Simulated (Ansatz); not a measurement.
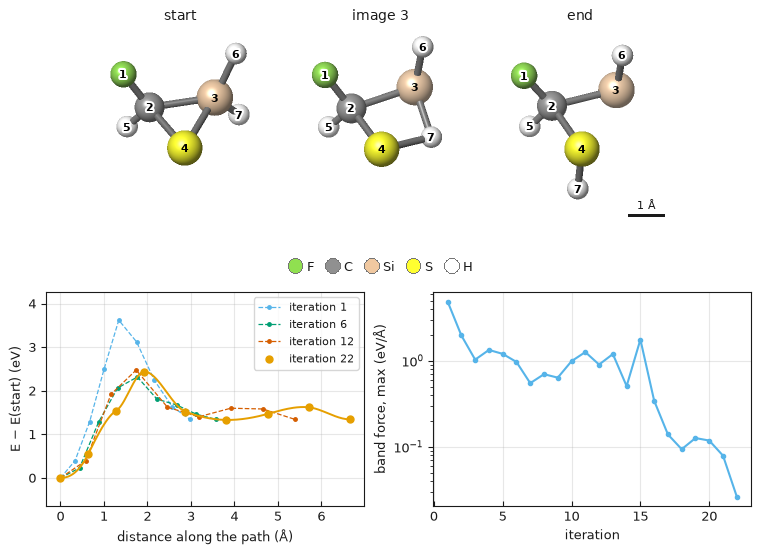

NEB run on CH3FSSi. Images are numbered from 0 (start) to 8 (end). The plot follows the band through its iterations. The picture is a ball-and-stick view, seen from a free direction.

Method: UHF/def2-SVP in Ansatz 0.2.0. Settings: 7 movable images; climbing image; force threshold 0.03 eV/Å; iteration limit 60; starting path through a guess of the saddle point.

How did the profile develop, and is the result final?

Answer. The run is converged, with reservations. The band converged in 22 iterations. The largest component of the band force went from 4.9 to 0.026 eV/Å. The climbing image converged on the top of the path. Its vibrational analysis gives one imaginary mode (1765i cm⁻¹), as a transition state must have. The first iteration put the highest image at 3.62 eV. The highest point, image 3, lies 2.44 eV above the start and 1.09 eV above the end; the end is at +1.34 eV relative to the start. The profile has 2 maxima (images 3, 7) with a dip at image 5 (+1.33 eV), so the process runs in steps.

The run took 2.2 min on 2 threads of Arm Neoverse V2 (shared host), peak memory 0.21 GiB.
